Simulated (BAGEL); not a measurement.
# BH2Cl (SMILES BCl), step by step

Wanted: the energy (HF/6-31G*), then a single-point energy (NEVPT2(2,2)/6-31G*), then the energy (CASPT2(2,2)/6-31G*) of BH2Cl. 

The calculation is run with BAGEL 1.2.2.

2 further runs of the same task are left out: 2 set aside as unsound or not needed.

### Step 1. Starting point

BH2Cl: 4 atoms, total charge 0, spin state singlet. As SMILES, `BCl`. The B1–Cl2 distance was set to 2.773 Å, away from the relaxed value. At this shape a bond of the SMILES string is far longer than usual.

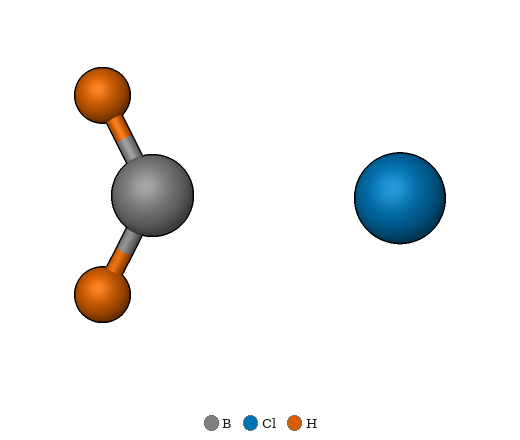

The structure, seen from a chosen angle (boron grey, chlorine blue, hydrogen orange).

### Step 2. The energy at HF/6-31G(d) (density fitting with svp-jkfit, spherical functions) (run 1)

input.json reads:

```json
{ "bagel" : [

{
  "title" : "molecule",
  "basis" : "6-31gs.json",
  "df_basis" : "svp-jkfit",
  "angstrom" : true,
  "geometry" : [
    { "atom" : "B", "xyz" : [      -1.005715,       0.271898,      -0.553197 ] },
    { "atom" : "Cl", "xyz" : [       1.365000,      -0.395300,       0.721200 ] },
    { "atom" : "H", "xyz" : [      -1.995215,      -0.309302,      -0.237497 ] },
    { "atom" : "H", "xyz" : [      -0.975615,       1.122998,      -1.384497 ] }
  ]
},

{ "title" : "hf" },

{ "title" : "print", "file" : "orbitals.molden", "orbitals" : true }

]}
```

The basis set 6-31G* is read from a file made from the Basis Set Exchange's data (not shown).

Command:

```
$ BAGEL_NUM_THREADS=1 BAGEL input.json > input.out
```

Output:

```text
* using 1 threads per process

  ===============================================================
  ===============================================================

  *** Geometry ***

  { "atom" : "B", "xyz" : [     -1.900526,      0.513813,     -1.045391 ] },
  { "atom" : "Cl", "xyz" : [      2.579476,     -0.747009,      1.362870 ] },
  { "atom" : "H", "xyz" : [     -3.770410,     -0.584496,     -0.448804 ] },
  { "atom" : "H", "xyz" : [     -1.843645,      2.122159,     -2.616320 ] },

  Number of auxiliary basis functions:      239

  Since a DF basis is specified, we compute 2- and 3-index integrals:
    o Being stored without compression. Storage requirement is 0.002 GB

  Number of basis functions:       36
  Number of electrons      :       24

    * METHOD: MOLECULE                             0.04

  *** RHF ***

  === Nuclear Repulsion ===
    26.0665066701

      * DIIS with orbital gradients will be used.

  === RHF iteration (6-31gs.json) ===
      0       -485.12309834          0.01907549           0.00
      1       -485.19657980          0.00982326           0.00
      2       -485.21910133          0.00254899           0.00
      3       -485.22069085          0.00043099           0.00
      4       -485.22076819          0.00012406           0.00
      5       -485.22077788          0.00004144           0.01
      6       -485.22077886          0.00000964           0.00
      7       -485.22077891          0.00000125           0.00
      8       -485.22077891          0.00000024           0.00
      9       -485.22077891          0.00000007           0.00
     10       -485.22077891          0.00000002           0.00
     11       -485.22077891          0.00000000           0.01
    * SCF iteration converged.

    * Permanent dipole moment:
           (    2.153379,    -0.606050,     1.157590) a.u.

    * METHOD: HF                                   0.10

    * METHOD: PRINT                                0.00

  ===============================================================
```

Run time: 0.38 s. Hardware: 1 thread of Arm Neoverse V2, shared host; peak memory 0.14 GiB.

### Step 3. A single-point energy at NEVPT2(2,2)/6-31G(d) (density fitting with svp-jkfit, spherical functions) (run 2)

input.json reads:

```json
{ "bagel": [

{
  "title": "molecule",
  "basis": "6-31gs.json",
  "df_basis": "svp-jkfit",
  "angstrom": true,
  "geometry": [
    { "atom": "B", "xyz": [   -1.005715,    0.271898,   -0.553197 ] },
    { "atom": "Cl", "xyz": [    1.365000,   -0.395300,    0.721200 ] },
    { "atom": "H", "xyz": [   -1.995215,   -0.309302,   -0.237497 ] },
    { "atom": "H", "xyz": [   -0.975615,    1.122998,   -1.384497 ] }
  ]
},
{
  "title": "hf"
},
{
  "title": "casscf",
  "nstate": 1,
  "nact": 2,
  "nclosed": 11,
  "nspin": 0,
  "active": [10, 13],
  "maxiter": 200,
  "natocc": true
},
{
  "title": "nevpt2",
  "nstate": 1,
  "nact": 2,
  "nclosed": 11,
  "nspin": 0,
  "active": [10, 13],
  "maxiter": 200,
  "natocc": true,
  "ncore": 6
},
{
  "title": "print",
  "file": "orbitals.molden",
  "orbitals": true
}

]}
```

The basis set 6-31G* is read from a file made from the Basis Set Exchange's data (not shown).

Command:

```
$ BAGEL_NUM_THREADS=1 BAGEL input.json > input.out
```

Output:

```text
* using 1 threads per process

  ===============================================================
  ===============================================================

  *** Geometry ***

  { "atom" : "B", "xyz" : [     -1.900526,      0.513813,     -1.045391 ] },
  { "atom" : "Cl", "xyz" : [      2.579476,     -0.747009,      1.362870 ] },
  { "atom" : "H", "xyz" : [     -3.770410,     -0.584496,     -0.448804 ] },
  { "atom" : "H", "xyz" : [     -1.843645,      2.122159,     -2.616320 ] },

  Number of auxiliary basis functions:      239

  Since a DF basis is specified, we compute 2- and 3-index integrals:
    o Being stored without compression. Storage requirement is 0.002 GB

  Number of basis functions:       36
  Number of electrons      :       24

    * METHOD: MOLECULE                             0.04

  *** RHF ***

  === Nuclear Repulsion ===
    26.0665066701

      * DIIS with orbital gradients will be used.

  === RHF iteration (6-31gs.json) ===
      0       -485.12309834          0.01907549           0.00
      1       -485.19657980          0.00982326           0.00
      2       -485.21910133          0.00254899           0.00
      3       -485.22069085          0.00043099           0.00
      4       -485.22076819          0.00012406           0.00
      5       -485.22077788          0.00004144           0.00
      6       -485.22077886          0.00000964           0.00
      7       -485.22077891          0.00000125           0.00
      8       -485.22077891          0.00000024           0.00
      9       -485.22077891          0.00000007           0.00
     10       -485.22077891          0.00000002           0.00
     11       -485.22077891          0.00000000           0.00
    * SCF iteration converged.

    * Permanent dipole moment:
           (    2.153379,    -0.606050,     1.157590) a.u.

    * METHOD: HF                                   0.10

  ---------------------------
      CASSCF calculation
  ---------------------------

    ==== Active orbitals : =====
         Orbital 10
         Orbital 13
    ============================

    * nstate   :      1
    * nclosed  :     11
    * nact     :      2
    * nvirt    :     23
  === CASSCF iteration (6-31gs.json) ===

    * Using the second-order algorithm

      0  0      -485.23979927     7.63e-03      0.00

      1  0      -485.24972860     2.08e-03      0.02

      2  0      -485.25041225     1.10e-03      0.02

      3  0      -485.25049850     4.45e-04      0.03

      4  0      -485.25051122     1.71e-04      0.03

      5  0      -485.25051307     6.47e-05      0.03

      6  0      -485.25051333     2.44e-05      0.03

      7  0      -485.25051337     9.22e-06      0.03

      8  0      -485.25051337     3.48e-06      0.03

      9  0      -485.25051337     1.31e-06      0.03

     10  0      -485.25051337     4.95e-07      0.03

     11  0      -485.25051337     1.87e-07      0.02

     12  0      -485.25051337     7.04e-08      0.02

     13  0      -485.25051337     2.65e-08      0.02

     14  0      -485.25051337     9.99e-09      0.02

    * Second-order optimization converged. *

     guess   0:   closed 1.                   open ..

  === FCI iteration ===

      0  0      -485.21342690     7.02e-02      0.00
      1  0      -485.24482087     2.02e-02      0.00
      2  0 *    -485.25051337     3.12e-16      0.00

     * ci vector, state   0, <S^2> = 0.0000
       2.     0.9644052288
       .2    -0.2644287326

    * METHOD: CASSCF                               0.36

    * freezing 6 orbitals

  === DF-NEVPT2 calculation ===

    * 3-index integral transformation done
    * assembly done

      NEVPT2 correlation energy:   -0.1746754968      0.01

          (+0)     -0.1050395471
          (+0)'    -0.0202587535
          (+1)     -0.0113513012
          (+1)'    -0.0000000000
          (+2)     -0.0007085597
          (-1)     -0.0346324243
          (-1)'     0.0000000000
          (-2)     -0.0026849109

      NEVPT2 total energy:       -485.4251888711

    * METHOD: NEVPT2                               0.02

    * METHOD: PRINT                                0.00

  ===============================================================
```

It took 0.76 s on 1 thread of Arm Neoverse V2, shared host; peak memory 0.14 GiB.

### Step 4. The energy at CASPT2(2,2)/6-31G(d) (density fitting with svp-jkfit, spherical functions) (run 3)

input.json reads:

```json
{ "bagel": [

{
  "title": "molecule",
  "basis": "6-31gs.json",
  "df_basis": "svp-jkfit",
  "angstrom": true,
  "geometry": [
    { "atom": "B", "xyz": [   -1.005715,    0.271898,   -0.553197 ] },
    { "atom": "Cl", "xyz": [    1.365000,   -0.395300,    0.721200 ] },
    { "atom": "H", "xyz": [   -1.995215,   -0.309302,   -0.237497 ] },
    { "atom": "H", "xyz": [   -0.975615,    1.122998,   -1.384497 ] }
  ]
},
{ "title": "hf" },
{ "title": "casscf", "nstate": 1, "nact": 2, "nclosed": 11, "active": [10, 13], "maxiter": 200, "natocc": true },
{ "title": "print", "file": "orbitals.molden", "orbitals": true },
{ "title": "smith", "method": "caspt2", "ms": true, "xms": true, "sssr": true, "shift": 0.2, "shift_imag": true, "ncore": 6 }

]}
```

The basis set 6-31G* is read from a file made from the Basis Set Exchange's data (not shown).

Command:

```
$ BAGEL_NUM_THREADS=1 BAGEL input.json > input.out
```

Output:

```text
* using 1 threads per process

  ===============================================================
  ===============================================================

  *** Geometry ***

  { "atom" : "B", "xyz" : [     -1.900526,      0.513813,     -1.045391 ] },
  { "atom" : "Cl", "xyz" : [      2.579476,     -0.747009,      1.362870 ] },
  { "atom" : "H", "xyz" : [     -3.770410,     -0.584496,     -0.448804 ] },
  { "atom" : "H", "xyz" : [     -1.843645,      2.122159,     -2.616320 ] },

  Number of auxiliary basis functions:      239

  Since a DF basis is specified, we compute 2- and 3-index integrals:
    o Being stored without compression. Storage requirement is 0.002 GB

  Number of basis functions:       36
  Number of electrons      :       24

    * METHOD: MOLECULE                             0.04

  *** RHF ***

  === Nuclear Repulsion ===
    26.0665066701

      * DIIS with orbital gradients will be used.

[... 6 lines left out ...]
    * SCF iteration converged.
[... 1 line left out ...]
    * Permanent dipole moment:
[... 27 lines left out ...]
    * Second-order optimization converged. *
[... 9 lines left out ...]
     * ci vector, state   0, <S^2> = 0.0000
[... 16 lines left out ...]
    * Zeroth order energy : state  0       -0.7300054923

    * CASPT2 iteration is performed using orthogonal basis

      -------------------------------------------  CASPT2 iteration  ---------------------------------------------------
       #      aibj      arbs      arbi      airj      risj      airs      arst      rist         Etot      error   time
      ------------------------------------------------------------------------------------------------------------------

       0  -0.10451  -0.00321  -0.03542  -0.01169  -0.00096  -0.01847  -0.00000  -0.00000   -0.1742523  0.0016393   0.01
       1  -0.10454  -0.00321  -0.03546  -0.01174  -0.00098  -0.01860  -0.00000  -0.00000   -0.1745296  0.0001556   0.01
       2  -0.10455  -0.00321  -0.03545  -0.01174  -0.00098  -0.01860  -0.00000  -0.00000   -0.1745326  0.0000190   0.01
       3  -0.10455  -0.00321  -0.03545  -0.01174  -0.00098  -0.01860  -0.00000  -0.00000   -0.1745327  0.0000024   0.01
       4  -0.10455  -0.00321  -0.03545  -0.01174  -0.00098  -0.01860   0.00000  -0.00000   -0.1745327  0.0000003   0.01

      ------------------------------------------------------------------------------------------------------------------

    * CASPT2 energy : state  0     -485.4262154282
        w/o shift correction       -485.4250460611
        reference weight              0.9372061746

    * METHOD: SMITH                                0.05

  ===============================================================
```

Run time: 0.84 s. Hardware: 1 thread of Arm Neoverse V2, shared host; peak memory 0.14 GiB.

### Step 5. Results

| quantity | value |
| --- | --- |
| run 1, HF/6-31G*: total energy | -485.22078 Eh |
| run 1, HF/6-31G*: dipole moment | 6.40 D |
| run 1, HF/6-31G*: HOMO energy | -10.80 eV |
| run 1, HF/6-31G*: LUMO energy | 0.15 eV |
| run 1, HF/6-31G*: HOMO–LUMO gap | 10.95 eV |
| run 2, NEVPT2(2,2)/6-31G*: total energy | -485.42519 Eh |
| run 3, CASPT2(2,2)/6-31G*: total energy | -485.42622 Eh |
